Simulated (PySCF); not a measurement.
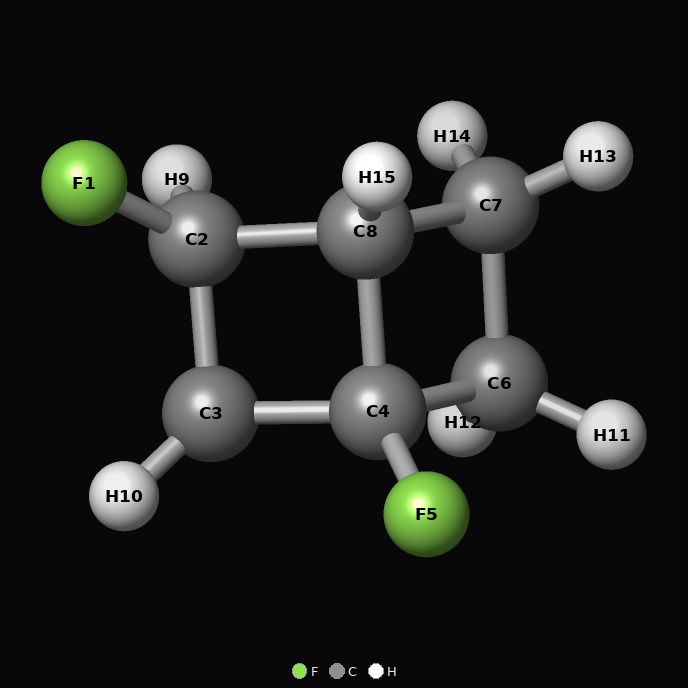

The species is neutral and a spin doublet. Computed geometry: GFN2-xTB optimisation. No frequency run is at hand to confirm it as a minimum. Properties computed with UKS B3LYP, pcH-1 on C F H, non-relativistic (PySCF 2.14.0).

Give the isotropic hyperfine couplings (Fermi-contact term alone) of F1, C2, C3, C4, F5, C6, C7, C8, H9, H10, H11, H12, H13, H14, H15.

```tsv
atom	isotope	a_iso (MHz)
F1	19F	164.3
C2	13C	−0.3
C3	13C	121.2
C4	13C	−21.7
F5	19F	59.3
C6	13C	54.3
C7	13C	6.4
C8	13C	76.1
H9	1H	49.0
H10	1H	−59.8
H11	1H	12.8
H12	1H	−3.5
H13	1H	1.1
H14	1H	−0.1
H15	1H	−6.8
```
